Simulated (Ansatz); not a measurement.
# What BiN (model cell, started as zinc blende) distorts into, part 3 of 3

Aim: this structure of BiN (model cell, started as zinc blende) is to be tested for unstable modes, and one is followed downhill.

Ansatz 0.2.0; DFT PBEsol, scalar-relativistic, plane waves, PAW.

So far. Step 4 (The mode frozen in, largest atomic shift 0.22 Å): The run ends at a pressure of -0.02 GPa, with forces up to 0.40 eV/Å. Step 5 (Energy along the mode, all amplitudes (two of the runs …): The lowest of the steps tried is at 0.22 Å, 2.82 meV/atom below the parent; the bottom of the well need not coincide with a step.

The structure was built from a prototype and need not be the compound's stable phase.

### Step 7. The new phase in its own primitive cell

The relaxed structure is symmetrised, reduced to its primitive cell and relaxed tightly, as its phonons need.

File input.yaml:

```yaml
crystal:
  lattice:
    - [3.6232766015, 0.0, 0.0]
    - [0.0, 4.4071893273, 0.0]
    - [0.0, 0.0, 4.863480764]
  atoms:
    - { symbol: Bi, position: [0.5, 0.0, 0.278348829] }
    - { symbol: Bi, position: [0.0, 0.5, 0.721651171] }
    - { symbol: "N", position: [0.5, 0.5, 0.4531476897] }
    - { symbol: "N", position: [0.0, 0.0, 0.5468523103] }
kpoints:
  mp_grid: { grid: [8, 8, 6] }
hamiltonian:
  xc: pbesol
scf:
  occupations: { method: methfessel_paxton, width: 0.2 }
output:
  forces: true
  stress: true
  eigenvalues: true
relax:
  adjacent_minimum: "off"
  f_tol: 0.001
  max_steps: 60
  cell: { stress_tol: 0.01 }
```

Launch:

```sh
ansatz run input.yaml --threads 4 --pin off --max-ram 7168MiB --backend cpu --events-out ev --progress --plain --runs-dir out
```

Numbers of over 12 decimals in the logs are rounded to 6 here.

The log of the run:

```text
[...]
Crystal: 4 atoms, lattice volume = 77.662 Å³
Basis set: ecut = 420 eV, 1523 PW (Γ), exchange–correlation on 50×60×72 points (8 copies of the dense FFT grid, shifted against one another)
Bands: 24, of which v1, the nominal top of the filled ones, is band 20 counted from 1 (19 counted from 0)
Symmetry: 8 space group operations
[...]
k-points: 100 of 384
[...]
--- Relaxed structure (8 steps of the walk, 7 accepted, 2 SCFs on fresh bases) ---
[...]
cell:  # Å, volume = 77.4949 Å³
    - [3.621714, 0, 0]
    - [0, 4.415221, -4.20397868572259e-19]
    - [0, -4.639231027273269e-19, 4.846261]
  atoms:
    - { symbol: Bi, position: [0.500000, 0, 0.278101] }
    - { symbol: Bi, position: [0, 0.5, 0.721899] }
    - { symbol: N, position: [0.500000, 0.5, 0.452367] }
    - { symbol: N, position: [0, 0, 0.547633] }
[key lines of the parts left out:]
SCF converged after 4 iterations
Free energy (F): -25238.792582 eV
Fermi energy:    10.253654 eV
P = ⅓ Tr σ = -0.0005 GPa (-0.005 kbar)
```

The job ended after 28 s (4 threads of Arm Neoverse V1, shared host; peak memory 0.49 GiB; 1.8 min of CPU time).

The steps of the relaxation:

| step | energy less that of the first step (eV) | largest force component (eV/Å) | pressure (GPa) | volume (Å³) |
| --- | --- | --- | --- | --- |
| 1 | 0.0000 | 0.0106 | 0.00 | 77.66 |
| 2 | 0.0001 | 0.0308 | 0.02 | 77.71 |
| 3 | 0.0000 | 0.0012 | 0.00 | 77.66 |
| 4 | -0.0002 | 0.0026 | -0.02 | 77.60 |
| 5 | -0.0003 | 0.0003 | 0.00 | 77.53 |
| 6 | -0.0003 | 0.0005 | 0.00 | 77.53 |
| 7* | -0.0001 | 0.0005 | -0.01 | 77.53 |
| 8 | -0.0002 | 0.0011 | 0.01 | 77.49 |
| 9 | -0.0002 | 0.0000 | 0.00 | 77.49 |
| 10* | -0.0001 | 0.0000 | 0.00 | 77.49 |

Relaxation steps marked * repeat the geometry before them on a plane-wave basis chosen anew for their cell, so energy and pressure can jump there. Relaxation step 2 was tried and not accepted.

The run keeps the 8 symmetry operations that it works with, so distortions that break them were not tested.

| conventional cell, symmetrised | before | after | change |
| --- | --- | --- | --- |
| a (Å) | 3.623 | 3.622 | -0.0 % |
| b (Å) | 4.407 | 4.415 | +0.2 % |
| c (Å) | 4.863 | 4.846 | -0.4 % |
| volume (Å³/atom) | 19.42 | 19.37 | -0.2 % |

Final coordinates:

```cif
data_structure
_symmetry_space_group_name_H-M 'P 1'
_symmetry_Int_Tables_number 1
_cell_length_a 3.6217
_cell_length_b 4.4152
_cell_length_c 4.8463
_cell_angle_alpha 90.000
_cell_angle_beta 90.000
_cell_angle_gamma 90.000
_cell_volume 77.49
loop_
_atom_site_label
_atom_site_type_symbol
_atom_site_fract_x
_atom_site_fract_y
_atom_site_fract_z
_atom_site_occupancy
Bi1 Bi 0.50000 0.00000 0.27810 1
Bi2 Bi 0.00000 0.50000 0.72190 1
N3 N 0.50000 0.50000 0.45237 1
N4 N 0.00000 0.00000 0.54763 1
```

This step gave:

| Property | Result |
| --- | --- |
| pressure | -5.14e-4 GPa |
| volume per atom | 19.37 Å³ |
| gap on the k-mesh | 0.1677 eV |
| direct gap on mesh | 0.3140 eV |

The largest force component left is 0.015 meV/Å and the pressure is -0.001 GPa, within the tolerances set. The cell now holds 19.37 Å³/atom.

### Step 8. Modes of the new phase, k-mesh 8×8×6

A relaxed structure may still be a saddle point, so its zone-centre modes are computed. No field response is asked.

input.yaml, the sections that differ from step 7:

```yaml
crystal:
  lattice:
    - [3.6217135725, 0.0, 0.0]
    - [0.0, 4.415220771, 0.0]
    - [0.0, 0.0, 4.8462605017]
  atoms:
    - { symbol: Bi, position: [0.5, 0.0, 0.2781012437] }
    - { symbol: Bi, position: [0.0, 0.5, 0.7218987563] }
    - { symbol: "N", position: [0.5, 0.5, 0.4523671436] }
    - { symbol: "N", position: [0.0, 0.0, 0.5476328564] }
output:
  eigenvalues: true
phonons:
  method: dfpt
# kpoints, hamiltonian, scf: as in step 7
# relax: removed
```

The log of the run:

```text
zone centre: on kpoints.mp_grid the ground state, and the responses unless they are solved on pairs of k-points, stand on 100 of the mesh's 384 k-points, reduced under 4 symmetry operations, with k and −k counted as one. Each operation leaves every solved displacement unchanged or reverses it
[...]
Crystal: 4 atoms, lattice volume = 77.495 Å³
Basis set: ecut = 420 eV, 1503 PW (Γ), exchange–correlation on 60×60×72 points (8 copies of the dense FFT grid, shifted against one another)
Bands: 24, of which v1, the nominal top of the filled ones, is band 20 counted from 1 (19 counted from 0)
Symmetry: 8 space group operations
k-points: 100 of 384 (irreducible under 4 space group operations, time reversal used)
[...]
SCF iter   1: F=—  HF=-25238.819830 eV  |F-HF|=—  |Δ(HF+E_count)|=         —  Δρ=1.18e-2  dr2=1.45e-1  ethr=1.77e-3  ⟨swp⟩=5.3  Hψ=10692  notcnv=0
[...]
SCF iter   9: F=-25238.792582 eV  HF=-25238.792582 eV  |F-HF|=2.18e-11  |Δ(HF+E_count)|=  2.91e-11  S|Δr|=    0.00e0  Δρ=5.22e-8  dr2=1.91e-12  ethr=1.00e-12  ⟨swp⟩=6.0  Hψ=11656  notcnv=0
SCF 1 converged in 9 iterations: F = -25238.792582 eV  dr2 = 1.91e-12
[...]
DFPT response loops at Γ: preconditioner auto → Kerker (q_TF=auto, 2.444 Å⁻¹) (partly filled bands, converged f_vac=0.003); β = 1.00, the filter's whole step (`scf.mixing.beta` (0.50) is not read by the response loops under this deck's `scf.mixing.preconditioner`; to damp them name `kerker` or `kerker_dos`, under which they read `scf.mixing.beta`, and type it under 1.00, their step now; both keys bind the ground state too); Broyden in place of MSR1
SCF converged after 9 iterations
[...]
Free energy (F): -25238.792582 eV
[...]
Internal energy: -25238.798935 eV  (E = F + TS)
E sigma→0 (E₀):  -25238.794170 eV
Entropy (-TS):   0.006353 eV (1.588 meV/atom)
Fermi energy:    10.253654 eV
[...]
--- Band table (eV; the first three rows and the last of 100) ---
  k-point 0: bands = [... 16 lower, 8.5088, 8.9211, 9.1102, 9.7877, 12.5211, 13.1686, 14.4858, 14.7418]
  k-point 1: bands = [... 16 lower, 8.5122, 8.8334, 9.1156, 9.9395, 11.7188, 13.4099, 13.5441, 14.8834]
  k-point 2: bands = [... 16 lower, 8.6369, 8.7112, 9.1252, 10.2360, 10.5501, 12.6851, 13.5484, 14.0992]
  k-point 99: bands = [... 16 lower, 6.8176, 6.8176, 10.1462, 10.1462, 13.7301, 13.7301, 14.2421, 14.2421]
--- Phonons (Γ-DFPT): 6 representative perturbations + reference, on 100 of 384 k-points (Σ response iterations 18) ---
  k mesh reduced under 4 symmetry operations, with k and −k counted as one. Each operation leaves every solved displacement unchanged or reverses it
  ASR residual: 5.039e-5 → 0.000e0 eV/Å²; symmetrization residual: 4.951e-6 eV/Å²
  ASR residual per site (eV/Å²): 5.04e-5 5.04e-5 7.09e-6 7.09e-6
  Γ frequencies (cm⁻¹): 0.00 0.00 0.00 94.37 96.54 143.01 225.59 390.46 459.37 478.72 483.54 486.93
  non-analytic LO–TO correction: not included (Born effective charges unavailable; polar crystals: no LO–TO splitting at Γ)
```

Elapsed: 35 s, on 4 threads; peak memory 0.97 GiB.

Numbers from this step:

| Property | Result |
| --- | --- |
| sum-rule residual before enforcement | 5.04e-5 eV/Å² |
| point group | mmm |
| highest optical mode at the zone centre (no LO-TO term) | 486.9 cm⁻¹ |
| lowest optical zone-centre mode | 94.37 cm⁻¹ |

Patterns of degenerate modes are one choice out of their space. The modes at Γ (shares of kinetic energy by element, %):

| mode | frequency (cm⁻¹) | symmetry | Bi % | N % |
| --- | --- | --- | --- | --- |
| 1 | 0.0 | acoustic | 94 | 6 |
| 2 | 0.0 | acoustic | 94 | 6 |
| 3 | 0.0 | acoustic | 94 | 6 |
| 4 | 94.4 | B3g | 100 | 0 |
| 5 | 96.5 | B2g | 98 | 2 |
| 6 | 143.0 | Ag | 99 | 1 |
| 7 | 225.6 | B2u | 6 | 94 |
| 8 | 390.5 | B3u | 6 | 94 |
| 9 | 459.4 | Ag | 1 | 99 |
| 10 | 478.7 | B2g | 2 | 98 |
| 11 | 483.5 | B1u | 6 | 94 |
| 12 | 486.9 | B3g | 0 | 100 |

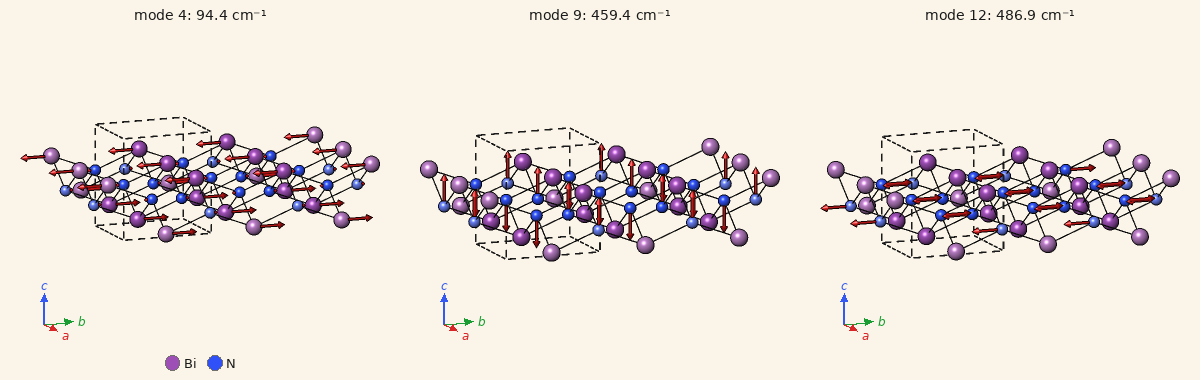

Displacement patterns of modes 4, 9 and 12 at Γ; arrows are exaggerated. 2×2×1 cells are drawn. Some periodic images of atoms are drawn too.

Before it was imposed, the acoustic sum rule was missed by 5.0e-5 eV/Å². Small misses are needed for a sound result but don't prove that mesh and cutoff are converged. The lowest optical mode is real, 94.4 cm⁻¹.

### Step 9. Summary of results

```yaml
unstable_mode_of_the_parent: q = (0, -0.5, -0.5), 107i cm⁻¹
depth_at_the_lowest_point_sampled: 2.82 meV/atom
largest_atomic_shift_at_that_point: 0.22 Å
space_group_reached_within_0p01_a: Pmmn
energy_gained_over_the_parent_first_relaxation_on_the_mesh_of_the_frozen_mode: 257 meV/atom
volume_per_atom_phase_reached: 19.4 Å³
gap_on_the_k_mesh_phase_reached: 0.168 eV
lowest_optical_zone_centre_mode_phase_reached: 94.4 cm⁻¹
highest_optical_mode_at_the_zone_centre_no_lo_to_term_phase_reached: 487 cm⁻¹
```

What this shows: Along this mode the structure falls into Pmmn, 257 meV/atom below the parent. At the parent's cell the well is 2.817 meV/atom deep on the steps tried, with its lowest point at a shift of 0.22 Å. Relaxing atoms and cell changes the gain by +253.81 meV/atom against the lowest step (energies at zero smearing). Most of the total comes from this relaxation. The new phase has no imaginary mode at the zone centre of its cell; other wavevectors were not checked. Of the 4 patterns followed to their end from this parent, this one reaches the lowest energy. Each path keeps the symmetry of its pattern, so a lower phase may lie along a pattern not tried. With no gap, or one that is small against the smearing, the frequencies hang on the k mesh and the smearing, most of all near Kohn anomalies. Spin-orbit coupling is left out, which can matter for the heavy elements here. A phonon run warned that its eigensolver left some bands unconverged in a pass. The starting cell was built on a prototype and not taken from a measurement, so the phase need not exist.

[Logs are printed without paths, hosts, clocks, repeated set-up lines and the standing remarks that a program may print on its own settings, such as how far it seeks lower states.]

[Hosts, paths, dates, database ids (printed as entryN), source tags and the programs' standing remarks are cut or masked in the printed files.]
